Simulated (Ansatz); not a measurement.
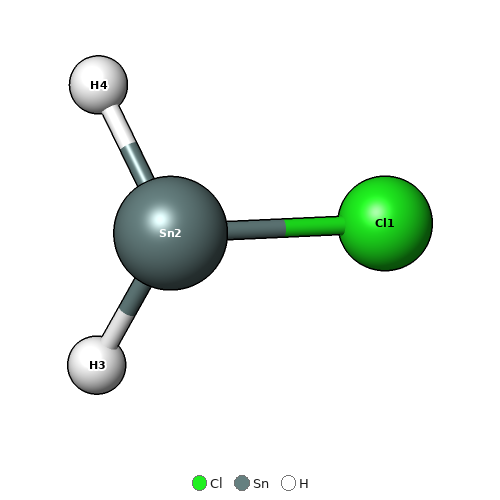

The system is ClH₂Sn, SMILES [Cl][SnH2], spin multiplicity 2; the picture shows the reference structure. 
- Coordinates scanned: (1) bond length Cl1–Sn2; (2) bond length Sn2–H4.
- Nothing is relaxed (all other coordinates rigid).
- Grid: 13 × 13 points.
- Points are written as (first, second).
- All energies are given in kJ/mol relative to the lowest grid point.
- The calculation used UKS PBE0-D4/def2-TZVP (Ansatz 0.2.0).

Its coordinates:

| atom | x (Å) | y (Å) | z (Å) |
| --- | --- | --- | --- |
| Cl | -1.8826 | 0.3984 | -0.5850 |
| Sn | 0.3800 | -0.1796 | -0.3971 |
| H | 0.4125 | -1.5000 | 0.7096 |
| H | 1.1455 | 1.2210 | 0.2521 |

Range: bond length Cl1–Sn2 from 1.968 to 3.046 Å; bond length Sn2–H4 from 1.482 to 2.412 Å.

Predict the map.

Answer. The lowest grid point is at (2.327 Å, 1.715 Å). No other kind of well shows on this grid. The highest grid point, (1.968 Å, 2.412 Å), lies 274 kJ/mol above the lowest. Round the minimum the contours are nearly round: the two directions are equally stiff and uncoupled.

| bond length Sn2–H4 ↓, bond length Cl1–Sn2 → | 1.968 | 2.058 | 2.148 | 2.237 | 2.327 | 2.417 | 2.507 | 2.597 | 2.686 | 2.776 | 2.866 | 2.956 | 3.046 |
| --- | --- | --- | --- | --- | --- | --- | --- | --- | --- | --- | --- | --- | --- |
| 2.412 | 274 | 194 | 147 | 123 | 114 | 117 | 127 | 142 | 160 | 180 | 200 | 221 | 241 |
| 2.335 | 259 | 179 | 132 | 108 | 100 | 103 | 113 | 128 | 146 | 166 | 187 | 207 | 228 |
| 2.257 | 243 | 163 | 116 | 92 | 84 | 87 | 98 | 113 | 131 | 151 | 172 | 193 | 213 |
| 2.180 | 227 | 147 | 100 | 76 | 68 | 71 | 82 | 97 | 115 | 135 | 156 | 177 | 197 |
| 2.102 | 211 | 131 | 84 | 60 | 52 | 55 | 65 | 81 | 99 | 119 | 140 | 161 | 182 |
| 2.025 | 196 | 116 | 68 | 45 | 37 | 40 | 50 | 66 | 84 | 104 | 125 | 146 | 167 |
| 1.947 | 182 | 102 | 54 | 30 | 22 | 25 | 36 | 52 | 70 | 90 | 111 | 132 | 153 |
| 1.870 | 171 | 90 | 43 | 19 | 11 | 14 | 24 | 40 | 58 | 79 | 100 | 121 | 141 |
| 1.792 | 164 | 83 | 35 | 11 | 3 | 6 | 16 | 32 | 50 | 71 | 92 | 113 | 134 |
| 1.715 | 162 | 80 | 33 | 8 | 0 | 3 | 14 | 29 | 48 | 68 | 89 | 111 | 131 |
| 1.637 | 167 | 86 | 38 | 13 | 5 | 8 | 19 | 34 | 53 | 73 | 95 | 116 | 137 |
| 1.559 | 184 | 102 | 54 | 29 | 21 | 24 | 34 | 50 | 69 | 89 | 111 | 132 | 153 |
| 1.482 | 215 | 133 | 84 | 59 | 51 | 54 | 64 | 80 | 99 | 119 | 141 | 162 | 183 |

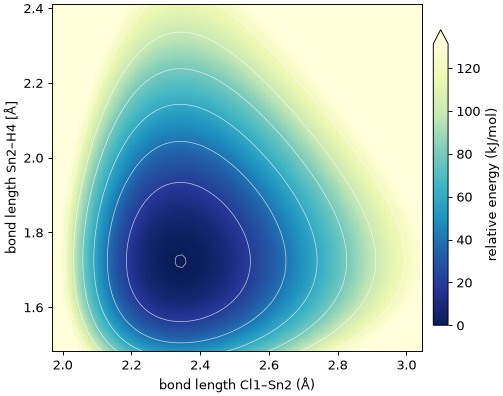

In the figure: a smooth colour map with a few white contour lines, one colour for all values above the top of the scale. Between grid points the surface is interpolated.

Each point was launched as `ansatz run input.yaml --threads 1 --pin off --max-ram 2560MiB --backend cpu --events-out ev --progress --plain --runs-dir out`. The whole map (169 points run) took 12 min on 1 thread of Arm Neoverse V1, with other jobs on the host.
